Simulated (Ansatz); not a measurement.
# Thickness series in hypothetical rock salt CrGe

The reference is CrGe in the rock salt structure (space group Fm-3m, No. 225; ferromagnetic; a hypothetical phase, not in the database extracts checked).

```yaml
crystal:
  lattice:
    - [0.00000, 2.52403, 2.52403]
    - [2.52403, 0.00000, 2.52403]
    - [2.52403, 2.52403, 0.00000]
  atoms:
    - { symbol: Ge, position: [0.00000, 0.00000, 0.00000] }
    - { symbol: Cr, position: [0.50000, 0.50000, 0.50000] }
```

Cartesian axes are those of the cell as printed.

Free-standing slabs (2 atom(s) a layer) normal to the z axis with 15 Å of vacuum; in-plane cell held at bulk.

Level of theory: Ansatz (a first-principles code) r2SCAN, spin-orbit coupling left out.

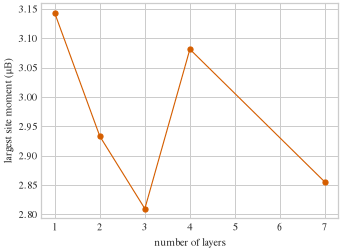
*Largest site moment against number of layers*

```tsv
number of layers	largest site moment
1	3.14 μB
2	2.93 μB
3	2.81 μB
4	3.08 μB
7	2.85 μB
```

Other magnetic orders, which the real material may have, were not ruled out. No phonon test of stability was made.
